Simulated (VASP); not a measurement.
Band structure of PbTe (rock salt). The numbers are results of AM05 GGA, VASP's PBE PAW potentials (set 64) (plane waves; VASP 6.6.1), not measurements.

Unless said otherwise, spin-orbit coupling is left out, though it shifts the bands of the heavy elements here.

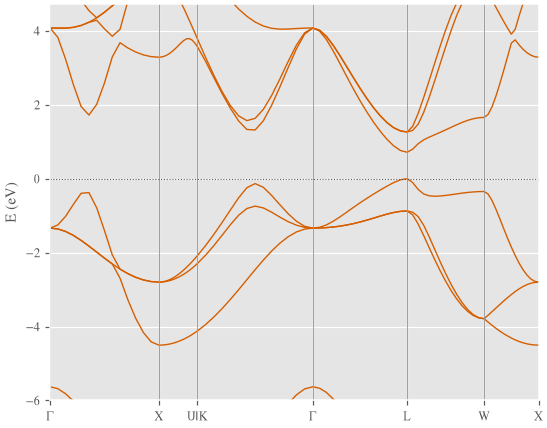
Fig. 1. Bands along high-symmetry lines, zero at the valence-band maximum or, without a gap, the Fermi level

Task: Read the plot: is there a gap, and where are the band edges?

Result: The gap is direct, 0.71 eV, from the valence maximum at L to the conduction minimum at L. (Edges off the drawn lines would not show.)

The compound is PbTe in the rock salt structure. The cell was not relaxed at this level.
